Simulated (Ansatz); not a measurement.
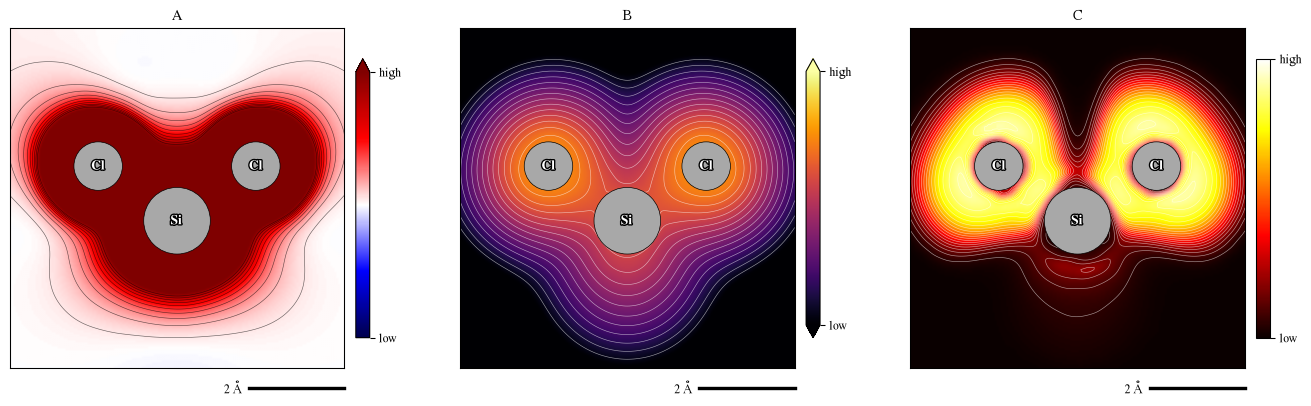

Cl3FSi (SMILES F[Si](Cl)(Cl)Cl): 3 fields on the plane of atoms Cl3, Si2 and Cl5, with unlabelled colour scales. Grey discs cover the atomic cores.

Geometry: PBE0-D4/def2-TZVP.

The calculation used RKS PBE0-D4/def2-TZVPP (Ansatz 0.2.0).

```yaml
atoms:
  - { symbol: F, position_ang: [0.8748, -0.9316, 1.0421] }
  - { symbol: Si, position_ang: [0.0446, -0.0515, 0.0338] }
  - { symbol: Cl, position_ang: [-1.5965, 0.6261, 0.9853] }
  - { symbol: Cl, position_ang: [-0.4726, -1.2025, -1.5363] }
  - { symbol: Cl, position_ang: [1.1996, 1.4859, -0.5663] }
```

### The panels show electron density, electron localisation function and electrostatic potential in some order. Assign them.

Panel A: electrostatic potential (strongly positive close to the atoms and fading to about zero outside). Panel B: electron density. Panel C: electron localisation function. From the grid: Si–Cl (2.01 Å): ρ at the midpoint is about 0.99 e/Å³; the ELF peaks at about 0.90 between the atoms, as expected for a shared but strongly polarised pair.
